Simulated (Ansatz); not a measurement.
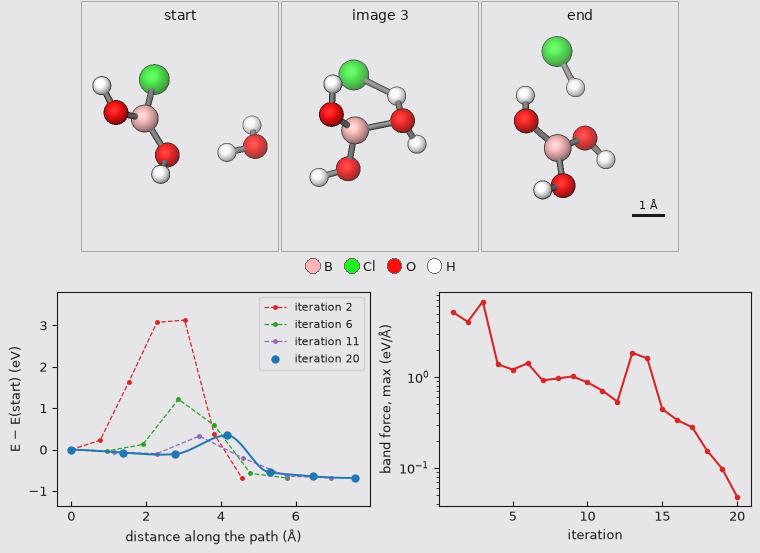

A search for the minimum-energy path of BH4O3Cl by the nudged elastic band. Images are numbered from 0 (start) to 6 (end). The plot follows the band through its iterations. The picture is a ball-and-stick view, seen at a tilt.

Theory: RKS PBE0-D4/def2-SVP (Ansatz).

The input:
```yaml
crystal:
  periodic: [false, false, false]
  atoms:
    - {symbol: B, position_ang: [-0.521457, 0.014791, -0.912763]}
    - {symbol: Cl, position_ang: [0.971981, -0.756791, -1.461674]}
    - {symbol: O, position_ang: [-1.339601, 0.669218, -1.767361]}
    - {symbol: O, position_ang: [-0.824679, -0.074638, 0.404098]}
    - {symbol: H, position_ang: [2.162761, -0.620255, 1.773046]}
    - {symbol: O, position_ang: [1.514401, -0.117452, 2.269987]}
    - {symbol: H, position_ang: [-1.031915, 0.674746, -2.676474]}
    - {symbol: H, position_ang: [-1.641368, 0.382116, 0.628756]}
    - {symbol: H, position_ang: [0.709876, -0.171737, 1.742285]}
basis:
  gaussian: {orbitals: def2-SVP}
hamiltonian: {xc: pbe0, dispersion: d4}
neb:
  images: 5
  climbing: true
  max_iterations: 40
  initial_path: idpp
  final_atoms:
    - {symbol: B, position_ang: [-0.629060, 0.203303, 0.240801]}
    - {symbol: Cl, position_ang: [2.494671, -0.737562, -1.459750]}
    - {symbol: O, position_ang: [-0.688245, 0.406548, -1.098874]}
    - {symbol: O, position_ang: [-1.687839, 0.489494, 1.047681]}
    - {symbol: H, position_ang: [1.873723, -0.659076, -0.315710]}
    - {symbol: O, position_ang: [0.515997, -0.303363, 0.822635]}
    - {symbol: H, position_ang: [0.118188, 0.168563, -1.570039]}
    - {symbol: H, position_ang: [-2.437606, 0.836008, 0.558706]}
    - {symbol: H, position_ang: [0.440170, -0.403916, 1.774449]}
```

Launched with:
```bash
ansatz run in.yaml --threads 4 --pin off --events-out ev --progress --plain --max-ram 9574MiB
```

Question: Judge this run.

Answer: The run is converged, with reservations. The band converged in 20 iterations. The largest component of the band force went from 5.2 to 0.048 eV/Å. The climbing image converged on the top of the path. Its curvatures weren't checked. The largest force component is 0.24 eV/Å at the start and 0.20 eV/Å at the end; an end with forces this large is no minimum, and the barrier measured from it can be far off. The first iteration put the highest image at 5.30 eV. Relative to the start the highest point is image 3 at +0.35 eV and the end lies at −0.68 eV, but the profile dips to −0.11 eV at image 2 on the way, so an end point isn't at the bottom of its valley along this path.

Cost: 2.8 min on 4 threads of Arm Neoverse V1, on a shared host.
